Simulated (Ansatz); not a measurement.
**BLYP/STO-3G run of SiH3O− (SMILES [O-][SiH3])**

Aim: the vertical ionisation energy of SiH3O− at BLYP/STO-3G, from 2 runs. 

The calculation is run with Ansatz 0.2.0.

5 further runs of the same task are left out: 5 that didn't finish.

## (1) The system as given

The species is SiH3O− (5 atoms), meant as a singlet with charge -1. As SMILES, `[O-][SiH3]`. Geometry: relaxed at GFN2-xTB.

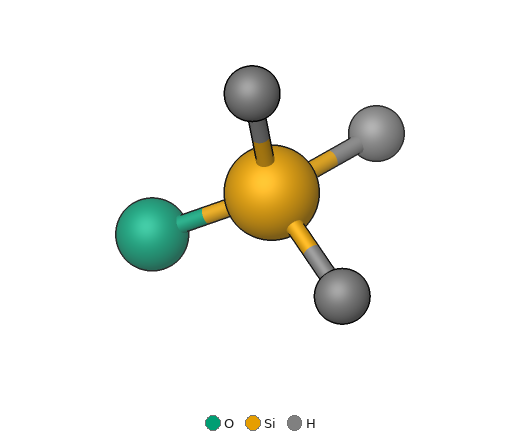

The structure, seen from a chosen angle (oxygen teal, silicon amber, hydrogen grey).

## (2) The energy at BLYP/STO-3G

The input, job.yaml:

```yaml
crystal:
  periodic: [false, false, false]
  atoms:
    - symbol: O
      position_ang: [-1.444170, 0.271390, 0.700100]
    - symbol: Si
      position_ang: [-0.082700, 0.015600, 0.039800]
    - symbol: H
      position_ang: [-0.104440, -0.247420, -1.452600]
    - symbol: H
      position_ang: [0.697830, -1.174610, 0.561420]
    - symbol: H
      position_ang: [0.933480, 1.135040, 0.151280]
basis:
  gaussian:
    orbitals: STO-3G
accuracy: high
hamiltonian:
  xc: {name: BLYP}
total_charge: -1
```

The run is started by

```bash
$ ansatz run job.yaml --threads 1 --pin off --max-ram 2610MiB --events-out events.jsonl --progress --plain --runs-dir runs
```

The program printed:

```text
Warning: RAYON_NUM_THREADS=1 ignored (pool sized by the plan → 1); use --threads N
Functional definition: BLYP
  name "BLYP"
  parameter beta = 0.0042
  parameter a = 0.04918
  parameter b = 0.132
  parameter c = 0.2533
  parameter d = 0.349
  exchange = b88_x(beta = beta)
  correlation = lyp_c(a = a, b = b, c = c, d = d)
290 factors; integrals over basis functions are off by at most 2.9e-8 eV
mean field evaluation 1: about -9843.9155 eV, gradient 2.5e1 eV
mean field evaluation 2: about -9841.9259 eV, gradient 3.8e1 eV
mean field evaluation 4: about -9845.9974 eV, gradient 2.8e0 eV
mean field evaluation 8: about -9845.9885 eV, gradient 6.4e-2 eV
mean field evaluation 16: about -9845.9885 eV, gradient 4.0e-8 eV
mean field -9845.98851899 eV, -361.8334042222 hartree, gradient 4.0e-8 eV, S^2 0.000000; 0 other end points of the search recorded, 0 dependent functions left out
reference -9845.98855137 eV, -361.8334054123 hartree; 13, 13 occupied and 4, 4 virtual orbitals, 290 factors
Total energy: -9845.98855137 eV, -361.8334054123 hartree
```

Wall time 0.91 s (1 thread of Arm Neoverse V1, shared host); peak memory 0.091 GiB.

## (3) Doublet neutral SiH3O at the same level

The input, in.yaml:

```yaml
crystal:
  periodic: [false, false, false]
  atoms:
    - {symbol: O, position_ang: [-1.444170, 0.271390, 0.700100]}
    - {symbol: Si, position_ang: [-0.082700, 0.015600, 0.039800]}
    - {symbol: H, position_ang: [-0.104440, -0.247420, -1.452600]}
    - {symbol: H, position_ang: [0.697830, -1.174610, 0.561420]}
    - {symbol: H, position_ang: [0.933480, 1.135040, 0.151280]}
basis:
  gaussian: {orbitals: STO-3G}
magnetization: {spin_polarized: true, initial_magnetization: 1}
hamiltonian: {xc: {name: BLYP}}
accuracy: high
```

The run is started by

```bash
$ ansatz run in.yaml --threads 1 --pin off --max-ram 2610MiB --events-out events.jsonl --progress --plain --runs-dir runs
```

The program printed:

```text
Warning: RAYON_NUM_THREADS=1 ignored (pool sized by the plan → 1); use --threads N
Functional definition: BLYP
  name "BLYP"
  parameter beta = 0.0042
  parameter a = 0.04918
  parameter b = 0.132
  parameter c = 0.2533
  parameter d = 0.349
  exchange = b88_x(beta = beta)
  correlation = lyp_c(a = a, b = b, c = c, d = d)
290 factors; integrals over basis functions are off by at most 2.9e-8 eV
mean field evaluation 1: about -9847.1449 eV, gradient 1.6e1 eV
mean field evaluation 2: about -9845.6364 eV, gradient 2.3e1 eV
mean field evaluation 4: about -9848.9735 eV, gradient 1.7e0 eV
mean field evaluation 8: about -9848.9525 eV, gradient 3.3e-2 eV
mean field evaluation 16: about -9848.9525 eV, gradient 1.6e-3 eV
mean field evaluation 32: about -9848.9522 eV, gradient 3.5e-2 eV
mean field evaluation 64: about -9848.9528 eV, gradient 4.5e-5 eV
mean field -9848.95283658 eV, -361.9423408842 hartree, gradient 6.0e-8 eV, S^2 0.752460; 6 other end points of the search recorded, 0 dependent functions left out
reference -9848.95286837 eV, -361.9423420525 hartree; 13, 12 occupied and 4, 5 virtual orbitals, 290 factors
Total energy: -9848.95286837 eV, -361.9423420525 hartree
```

Run time: 18 s. Hardware: 1 thread of Arm Neoverse V1, shared host; peak memory 0.12 GiB.

## (4) Outcome

Level: BLYP/STO-3G.

```
                                           quantity          value
                       singlet SiH3O−: total energy  -361.83341 Eh
                doublet neutral SiH3O: total energy  -361.94234 Eh
                        doublet neutral SiH3O: ⟨S²⟩          0.752
vertical detachment energy (to the doublet neutral)      -2.964 eV
```

The species is unbound against losing an electron at this level, by 2.96 eV (−286 kJ/mol); missing correlation or diffuse functions can give that sign where the real anion is bound. In a minimal basis such a difference can be off by several eV, whatever the method.
